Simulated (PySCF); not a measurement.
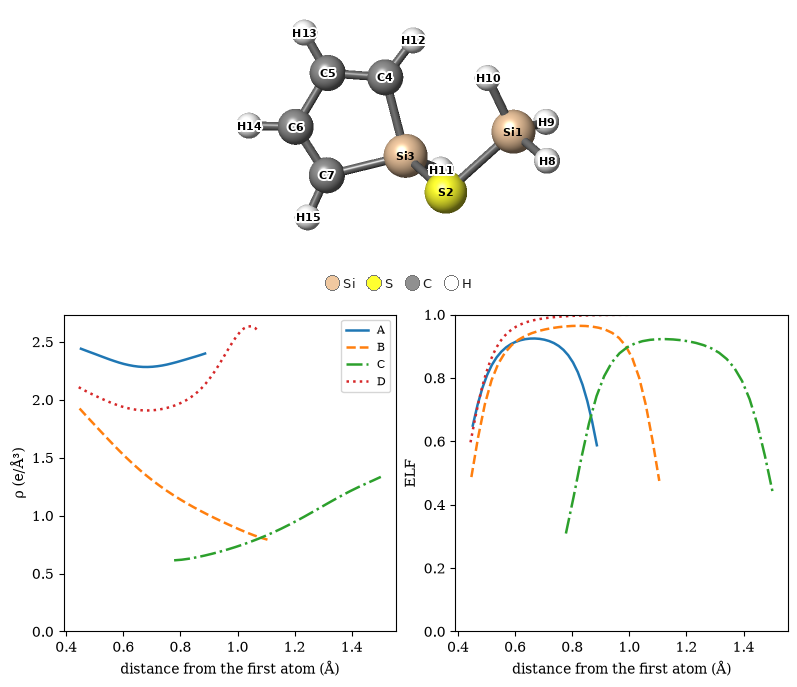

*C4H8SSi2 (SMILES [SiH3]S[SiH]1C=CC=C1). Total electron density and electron localisation function along straight lines between neighbouring atoms. The curves leave out the atomic cores. The structure is drawn too.*

Geometry: GFN2-xTB.

Theory: CAM-B3LYP/def2-SVPD, SCF density, gas phase in PySCF 2.14.0.

The calculation's input:

```
{"job": {"kind": "uv", "xc": "CAM-B3LYP", "basis": "def2-SVPD", "nstates": 8, "ntriplets": 3}, "charge": 0, "multiplicity": 1}
Si     3.020779    -0.172367     0.359477
S      1.548283    -1.376520    -0.632505
Si    -0.075860     0.010906    -0.937177
C     -0.606831     0.954219     0.604574
C     -1.849492     0.579463     0.928670
C     -2.470714    -0.420211     0.070779
C     -1.738059    -0.868069    -0.954811
H      4.197624    -1.022500     0.357953
H      3.206430     1.050584    -0.413146
H      2.551394     0.134682     1.705009
H      0.231538     0.852710    -2.090579
H     -0.052908     1.685483     1.168626
H     -2.397885     0.967412     1.775851
H     -3.472972    -0.759729     0.291456
H     -2.095740    -1.608073    -1.648404
```

Run with:

```sh
OMP_NUM_THREADS=1 python probes_run.py task.json out
```

**Which curve belongs to which contact (C–C, C–H, C–Si and Si–S)? The first atom named is at distance zero.**

Curve A: C–C (1.34 Å): the density is about 2.3 e/Å³ at the midpoint; the ELF peaks at about 0.90 between the atoms; a multiple bond. Curve B: C–Si (1.88 Å): ρ is about 0.95 e/Å³ halfway; the ELF peaks at about 0.95 between the atoms (localised, covalent bonding). Curve C: Si–S (2.15 Å): ρ at the midpoint is about 0.8 e/Å³; the ELF peaks at about 0.90 between the atoms, as expected for localised, covalent bonding. Curve D: C–H (1.08 Å): ρ at the midpoint is about 2 e/Å³; the ELF climbs to about 1 towards the hydrogen, as it does in any bond to H; an ordinary covalent bond to hydrogen.
